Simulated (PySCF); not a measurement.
Frequency calculation, with input and output: GeN₂

- system: GeN₂, multiplicity 3
- method: UKS-based PBE0, Ge def2-TZVP, N def2-TZVP; non-relativistic Hamiltonian; density fitting (PySCF 2.14.0)

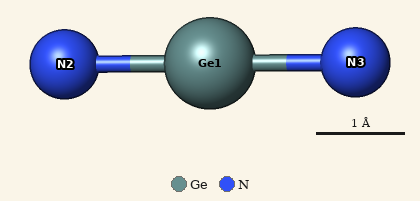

**Figure 1.** The structure as given in the input (ball-and-stick view, seen at a tilt; atoms are numbered from 1 in the order of the input). Sticks mark near contacts. Bond lengths as drawn: Ge–N 1.72 Å.

Summary

```tsv
quantity	value
outcome	converged
total energy	−2185.941382 hartree
⟨S²⟩	2.249
zero-point energy	0.004054 hartree
dipole moment	0.00 D
wavenumbers, lowest and highest	124 and 789 cm⁻¹
hardware	4 threads of Intel Xeon (Granite Rapids), 160 GiB of memory available, shared host
wall time	17 s (CPU time 61 s)
peak memory	1 GiB
```

Remarks

Checks after the run noted: spin contamination. ⟨S²⟩ is 2.25 against 2.00 for a pure state: the solution is spin-contaminated.

Input
```python
from pyscf import gto, scf, dft
mol = gto.M(atom='''
Ge     0.000000     0.000000     0.000000
N      1.715447    -0.000000    -0.000000
N     -1.715447     0.000000     0.000000''',
    basis={'Ge': 'def2-TZVP', 'N': 'def2-TZVP'},
    charge=0, spin=2)
mf = dft.UKS(mol, xc='PBE0')
mf.grids.atom_grid = (75, 302)
aux = {'Ge': 'def2-universal-JKFIT', 'N': 'def2-universal-JKFIT'}
mf = mf.density_fit(auxbasis=aux)
mf.conv_tol = 1e-09
mf.diis_space = 10
mf.max_cycle = 60
mf.verbose = 4
mf.kernel()
```

The script is an equivalent of the set-up of the self-consistent field. The run itself was carried out by a driver, which started from the orbitals of the step before it where there was one and computed the further properties.

Launched with:
```bash
OMP_NUM_THREADS=4 python axn.py task.json out
```

Log
```
init E= -2185.94138234872
  alpha nocc = 24  HOMO = -0.351552901402649  LUMO = -0.0794820149626396
  beta  nocc = 22  HOMO = -0.299541749040267  LUMO = -0.168685054625161
  HOMO = -0.29954174904  LUMO = -0.168685054625  gap/eV = 3.56079
cycle= 1 E= -2185.94138234871  delta_E= 4.55e-12  |g|= 7e-06  |ddm|= 8.17e-06
  alpha nocc = 24  HOMO = -0.351555343443151  LUMO = -0.0794829258729628
  beta  nocc = 22  HOMO = -0.299542213400722  LUMO = -0.168687100037585
  HOMO = -0.299542213401  LUMO = -0.168687100038  gap/eV = 3.56075
Extra cycle  E= -2185.94138234864  delta_E= 7e-11  |g|= 1.42e-05  |ddm|= 1.47e-05
converged SCF energy = -2185.94138234864  <S^2> = 2.2486598  2S+1 = 3.1614299
```

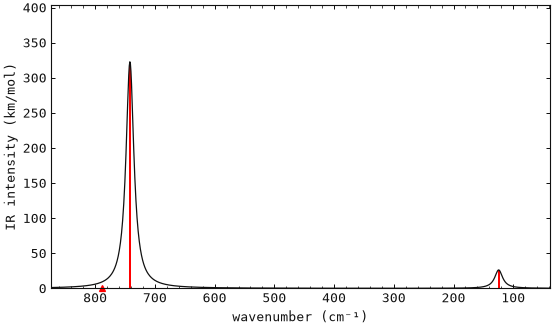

**Figure 2.** Harmonic infrared spectrum, unscaled: sticks (degenerate modes added up, dark ones marked on the axis) with a Lorentzian envelope of 16 cm⁻¹ full width, scaled to the tallest stick. 4 modes from 124 to 789 cm⁻¹, none imaginary. The strongest line is at 742 cm⁻¹ (323 km/mol). All modes, in cm⁻¹ (km/mol): 124 (13.1), 124 (13.1), 742 (323), 789 (0.0).
